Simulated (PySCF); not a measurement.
# C₂H₇BO: NMR shifts at several levels of theory, part 2 of 2

PySCF 2.14.0. Atoms count from 0. Earlier steps stand in the parts before.

### 9 Nuclear shieldings: KT3/pcSseg-2

Job settings and geometry (Å):

```
{"job": {"kind": "nmr", "xc": "KT3", "basis": "pcSseg-2", "pop": false}, "charge": 0, "multiplicity": 1}
C     -1.884579    -0.343066     0.200239
B     -0.384019    -0.215085    -0.224104
O      0.516232     0.268587     0.653801
C      1.873910     0.446299     0.347467
H     -2.222713    -1.388674     0.102480
H     -2.518962     0.238001    -0.491266
H     -2.074014    -0.001077     1.227973
H      0.005282    -0.539148    -1.334568
H      2.489109    -0.073247     1.098152
H      2.123110     1.518641     0.384315
H      2.121153     0.056401    -0.654044
```

Level: GIAO KT3/pcSseg-2 NMR shielding, non-relativistic, gas phase.

Log:

```text
coarse grid: 8688 points
cycle   1  E = -183.2156544088  dE =  1.744e-01  |g| = 7.773e-01  |ddm| = 1.923e+00
cycle   2  E = -182.7415755583  dE =  4.741e-01  |g| = 1.659e+00  |ddm| = 2.222e+00
cycle   3  E = -183.3291239218  dE = -5.875e-01  |g| = 2.509e-01  |ddm| = 1.896e+00
cycle   4  E = -183.3425793159  dE = -1.346e-02  |g| = 8.063e-02  |ddm| = 1.925e-01
cycle   5  E = -183.3441511214  dE = -1.572e-03  |g| = 1.435e-02  |ddm| = 5.698e-02
cycle   6  E = -183.3442001264  dE = -4.900e-05  |g| = 4.628e-03  |ddm| = 1.411e-02
cycle   7  E = -183.3442054690  dE = -5.343e-06  |g| = 1.309e-03  |ddm| = 4.147e-03
final grid: 82440 points
cycle   8  E = -183.3556409254  dE = -2.753e-04  |g| = 1.262e-02  |ddm| = 8.163e-02
cycle   9  E = -183.3555376833  dE =  1.032e-04  |g| = 2.690e-02  |ddm| = 1.888e-02
cycle  10  E = -183.3556679979  dE = -1.303e-04  |g| = 1.525e-03  |ddm| = 1.397e-02
cycle  11  E = -183.3556685083  dE = -5.104e-07  |g| = 6.181e-04  |ddm| = 1.566e-03
cycle  12  E = -183.3556686004  dE = -9.207e-08  |g| = 1.281e-04  |ddm| = 4.337e-04
cycle  13  E = -183.3556686047  dE = -4.344e-09  |g| = 2.778e-05  |ddm| = 1.327e-04
cycle  14  E = -183.3556686049  dE = -2.091e-10  |g| = 6.369e-06  |ddm| = 2.565e-05
converged SCF energy = -183.3556686049

GIAO shielding tensors (ppm)
atom      isotropic    diamagn.    paramagn.     s11        s22        s33       span
  0 C      174.804     243.499     -68.695    157.139    176.294    190.980     33.841
  1 B       52.151     197.081    -144.930     15.163     56.764     84.525     69.362
  2 O      139.775     392.715    -252.940    -55.447    152.548    322.225    377.672
  3 C      117.739     239.113    -121.375     80.623     93.871    178.723     98.101
  4 H       30.933      28.845       2.087     28.161     28.532     36.106      7.945
  5 H       30.960      29.016       1.944     28.189     28.569     36.122      7.932
  6 H       30.959      29.956       1.003     27.605     29.461     35.812      8.207
  7 H       26.108      31.477      -5.369     25.145     25.650     27.529      2.384
  8 H       27.367      28.184      -0.817     24.240     25.479     32.381      8.141
  9 H       27.382      28.455      -1.073     24.258     25.408     32.480      8.222
 10 H       27.423      29.547      -2.123     25.408     25.832     31.030      5.622
```

It took 21 s on 1 thread of Arm Neoverse V2, shared host; peak memory 0.8 GiB.

This run: δ C3 63.6, C0 6.5, B1 46.5, O2 184.0, H7 5.25, H8 3.96 ppm (means over like atoms).

### 10 Shielding tensors: B97-D/pcSseg-2

Same as in step 9 but for these lines:

```diff
@@ -1,2 +1,2 @@
-{"job": {"kind": "nmr", "xc": "KT3", "basis": "pcSseg-2", "pop": false}, "charge": 0, "multiplicity": 1}
+{"job": {"kind": "nmr", "xc": "B97-D", "basis": "pcSseg-2", "pop": false}, "charge": 0, "multiplicity": 1}
 C     -1.884579    -0.343066     0.200239
```

Level: GIAO B97-D/pcSseg-2 NMR shielding, non-relativistic, gas phase.

Log:

```text
coarse grid: 8688 points
cycle   1  E = -180.3600275972  dE =  1.599e-01  |g| = 7.837e-01  |ddm| = 2.015e+00
cycle   2  E = -179.9023391066  dE =  4.577e-01  |g| = 1.659e+00  |ddm| = 2.023e+00
cycle   3  E = -180.4708143959  dE = -5.685e-01  |g| = 2.628e-01  |ddm| = 1.707e+00
cycle   4  E = -180.4852373270  dE = -1.442e-02  |g| = 7.913e-02  |ddm| = 1.846e-01
cycle   5  E = -180.4867147208  dE = -1.477e-03  |g| = 1.465e-02  |ddm| = 5.305e-02
cycle   6  E = -180.4867639993  dE = -4.928e-05  |g| = 4.779e-03  |ddm| = 1.302e-02
cycle   7  E = -180.4867695907  dE = -5.591e-06  |g| = 1.420e-03  |ddm| = 4.244e-03
final grid: 82440 points
cycle   8  E = -180.4884852877  dE = -1.487e-04  |g| = 3.661e-03  |ddm| = 4.734e-02
cycle   9  E = -180.4884817132  dE =  3.575e-06  |g| = 5.656e-03  |ddm| = 5.479e-03
cycle  10  E = -180.4884879143  dE = -6.201e-06  |g| = 1.230e-03  |ddm| = 3.242e-03
cycle  11  E = -180.4884881734  dE = -2.591e-07  |g| = 4.548e-04  |ddm| = 1.048e-03
cycle  12  E = -180.4884882166  dE = -4.322e-08  |g| = 9.822e-05  |ddm| = 2.961e-04
cycle  13  E = -180.4884882192  dE = -2.602e-09  |g| = 2.217e-05  |ddm| = 9.414e-05
cycle  14  E = -180.4884882193  dE = -1.355e-10  |g| = 4.716e-06  |ddm| = 2.214e-05
converged SCF energy = -180.4884882193

GIAO shielding tensors (ppm)
atom      isotropic    diamagn.    paramagn.     s11        s22        s33       span
  0 C      172.455     245.248     -72.792    154.308    174.432    188.626     34.318
  1 B       48.612     196.789    -148.176      9.787     54.060     81.990     72.203
  2 O      140.432     394.252    -253.821    -55.993    150.598    326.690    382.683
  3 C      114.272     240.072    -125.800     75.930     90.699    176.188    100.258
  4 H       30.968      29.309       1.659     28.243     28.657     36.004      7.761
  5 H       30.994      29.455       1.539     28.271     28.692     36.020      7.749
  6 H       30.989      30.291       0.698     27.701     29.588     35.677      7.977
  7 H       26.069      31.655      -5.586     24.957     25.686     27.563      2.606
  8 H       27.355      28.329      -0.974     24.260     25.483     32.321      8.061
  9 H       27.369      28.539      -1.170     24.285     25.401     32.420      8.135
 10 H       27.409      29.443      -2.034     25.357     25.850     31.020      5.663
```

Wall time 21 s (1 thread of Arm Neoverse V2, shared host); peak memory 0.8 GiB.

In short: δ C3 64.8, C0 6.6, B1 47.7, O2 184.8, H7 5.33, H8 4.02 ppm (means over like atoms).

### 11 NMR shieldings: B3LYP/pcSseg-2

Same as in step 10 but for these lines:

```diff
@@ -1,2 +1,2 @@
-{"job": {"kind": "nmr", "xc": "B97-D", "basis": "pcSseg-2", "pop": false}, "charge": 0, "multiplicity": 1}
+{"job": {"kind": "nmr", "xc": "B3LYP", "basis": "pcSseg-2", "pop": false}, "charge": 0, "multiplicity": 1}
 C     -1.884579    -0.343066     0.200239
```

Level: GIAO B3LYP/pcSseg-2 NMR shielding, non-relativistic, gas phase.

Log:

```text
coarse grid: 8688 points
cycle   1  E = -180.5280968386  dE =  2.022e-01  |g| = 6.925e-01  |ddm| = 1.977e+00
cycle   2  E = -180.3526784770  dE =  1.754e-01  |g| = 1.177e+00  |ddm| = 1.206e+00
cycle   3  E = -180.6175439916  dE = -2.649e-01  |g| = 1.517e-01  |ddm| = 8.763e-01
cycle   4  E = -180.6219373723  dE = -4.393e-03  |g| = 4.343e-02  |ddm| = 9.441e-02
cycle   5  E = -180.6223908729  dE = -4.535e-04  |g| = 6.251e-03  |ddm| = 2.713e-02
cycle   6  E = -180.6223990962  dE = -8.223e-06  |g| = 1.939e-03  |ddm| = 5.057e-03
final grid: 82440 points
cycle   7  E = -180.6262509694  dE = -7.925e-05  |g| = 5.064e-03  |ddm| = 3.113e-02
cycle   8  E = -180.6262478866  dE =  3.083e-06  |g| = 6.251e-03  |ddm| = 5.975e-03
cycle   9  E = -180.6262566773  dE = -8.791e-06  |g| = 8.351e-04  |ddm| = 3.358e-03
cycle  10  E = -180.6262567722  dE = -9.489e-08  |g| = 3.923e-04  |ddm| = 5.765e-04
cycle  11  E = -180.6262568002  dE = -2.799e-08  |g| = 3.734e-05  |ddm| = 2.088e-04
cycle  12  E = -180.6262568006  dE = -3.445e-10  |g| = 1.050e-05  |ddm| = 3.474e-05
converged SCF energy = -180.6262568006

GIAO shielding tensors (ppm)
atom      isotropic    diamagn.    paramagn.     s11        s22        s33       span
  0 C      172.282     242.644     -70.362    153.359    174.322    189.165     35.806
  1 B       44.877     194.505    -149.628      3.102     49.416     82.114     79.012
  2 O      139.954     393.452    -253.498    -62.475    150.577    331.760    394.236
  3 C      114.981     236.936    -121.955     76.638     91.368    176.937    100.300
  4 H       30.970      29.410       1.560     28.133     28.641     36.136      8.003
  5 H       30.996      29.521       1.475     28.161     28.676     36.151      7.990
  6 H       30.955      30.175       0.780     27.552     29.572     35.743      8.191
  7 H       26.097      31.228      -5.131     24.967     25.589     27.735      2.768
  8 H       27.391      28.435      -1.044     24.235     25.553     32.386      8.151
  9 H       27.409      28.581      -1.173     24.259     25.484     32.484      8.225
 10 H       27.440      29.213      -1.773     25.251     26.000     31.069      5.819
```

Wall time 13 s (1 thread of Arm Neoverse V2, shared host); peak memory 0.92 GiB.

Key values: δ C3 64.2, C0 6.9, B1 51.5, O2 185.9, H7 5.29, H8 3.98 ppm (means over like atoms).

### 12 Run by run: NMR shifts

Shifts (ppm), means over like atoms, with basis size and wall time:

```
           run    C3   C0    H7    H8    H4    B1     O2  functions  time
   HF/pcSseg-2  57.1  7.2  4.87  3.69  0.41  50.1  128.9        242   7 s
  LDA/pcSseg-2  67.1  7.3  5.71  4.13  0.43  54.0  215.8        242  17 s
  PBE/pcSseg-2  65.9  7.1  5.54  4.05  0.43  50.5  203.1        242  21 s
 BLYP/pcSseg-2  66.0  6.8  5.43  4.08  0.42  50.5  201.7        242  20 s
 BP86/pcSseg-2  65.9  7.1  5.51  4.04  0.42  50.1  199.0        242  21 s
 OPBE/pcSseg-2  64.2  7.2  5.48  3.96  0.44  47.8  188.7        242  21 s
  KT2/pcSseg-2  64.5  6.6  5.39  4.02  0.39  47.6  192.5        242  21 s
  KT3/pcSseg-2  63.6  6.5  5.25  3.96  0.40  46.5  184.0        242  21 s
B97-D/pcSseg-2  64.8  6.6  5.33  4.02  0.41  47.7  184.8        242  21 s
B3LYP/pcSseg-2  64.2  6.9  5.29  3.98  0.42  51.5  185.9        242  13 s
```

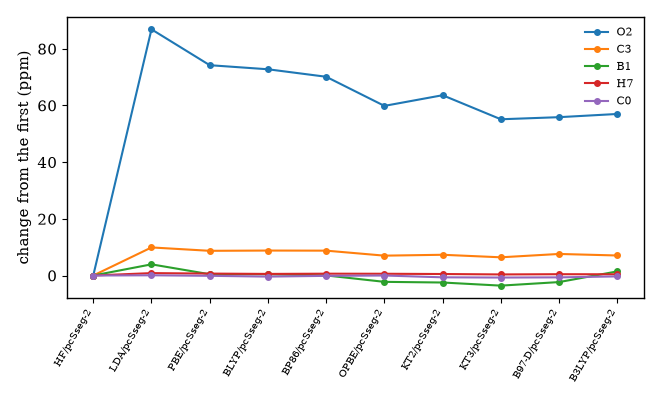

How five of the tabulated atoms move from run to run.

### 13 Summary of results

The summary covers parts 1 to 2.

```
                                                            quantity                 value
                                ¹³C shifts against TMS (HF/pcSseg-2)         57.1, 7.2 ppm
¹H shifts against TMS (HF/pcSseg-2, means over atoms taken as alike)  4.87, 3.69, 0.41 ppm
                           ¹¹B shifts against BF3·OEt2 (HF/pcSseg-2)              50.1 ppm
                                ¹⁷O shifts against H2O (HF/pcSseg-2)             128.9 ppm
                                            range of the shift of O2    128.9 to 215.8 ppm
```

What this shows: Single values in the summary come from the first run of each kind that ended normally (HF/pcSseg-2), which need not be the best level. The most deshielded carbon is C3 (methyl carbon bonded to O), at 57.1 ppm: pulled downfield by the heteroatom. At HF/pcSseg-2: Shielding is most anisotropic at O2 (span 345 ppm, paramagnetic term -198 ppm). In ppm, O2 moves most: its shift spreads over 86.9 ppm, from 128.9 (HF/pcSseg-2) to 215.8 (LDA/pcSseg-2).
